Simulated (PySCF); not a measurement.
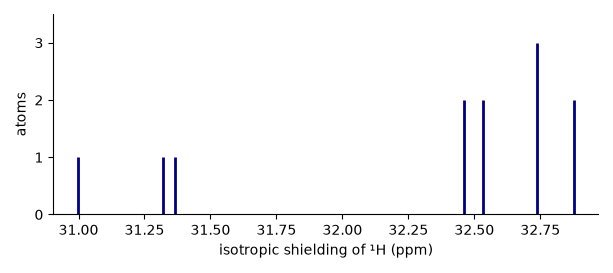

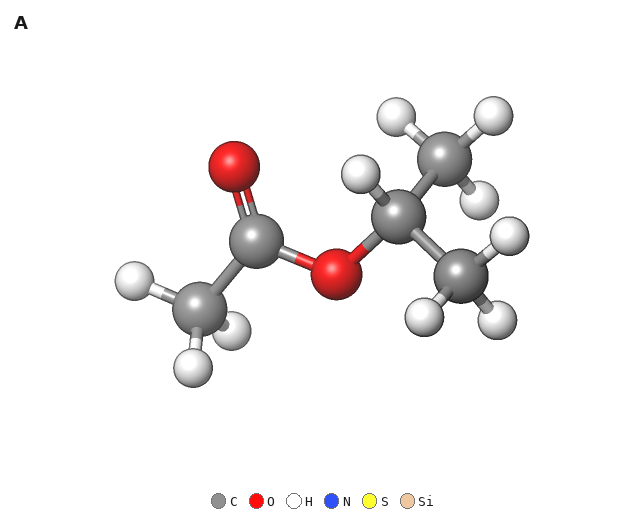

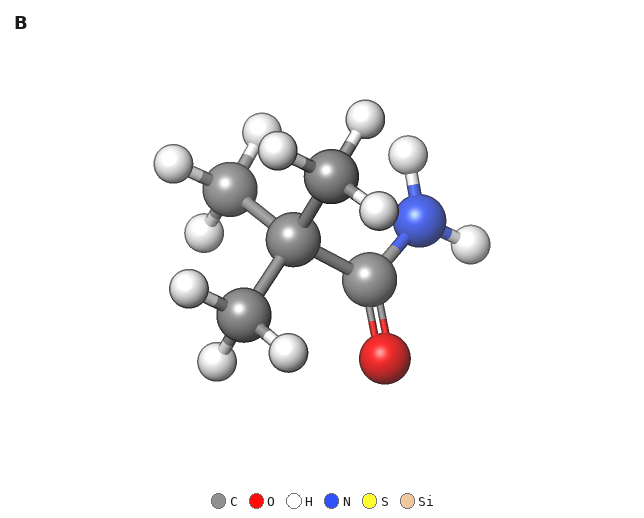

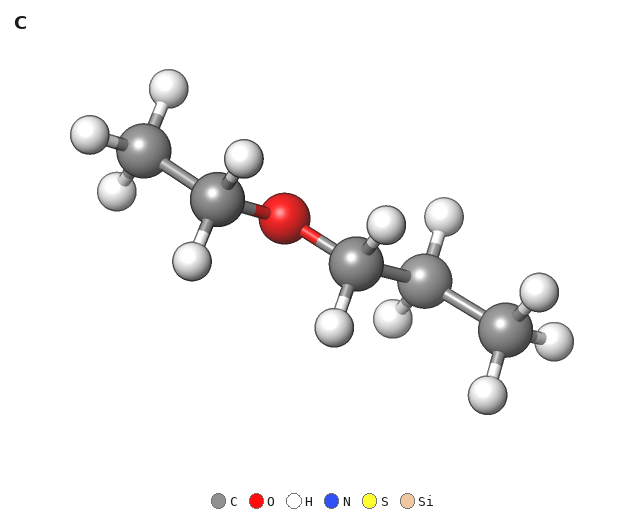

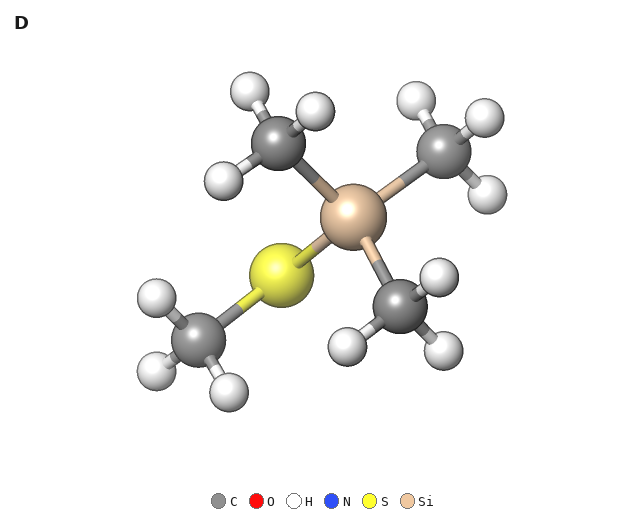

The sticks are computed shieldings of one of the molecules, for one fixed geometry (PBE0-D3(BJ)/def2-SVP) without averaging over rotations. Low shielding means a high chemical shift. Method: GIAO PBE0/pcSseg-0 NMR shielding, non-relativistic, gas phase (PySCF 2.14.0).

> Which molecule gives this pattern?

D, `CS[Si](C)(C)C`. Its 12 H atoms give lines at 31.00, 31.32, 31.36, 32.46 (2 atoms), 32.53 (2 atoms), 32.74 (3 atoms), 32.88 (2 atoms) ppm.
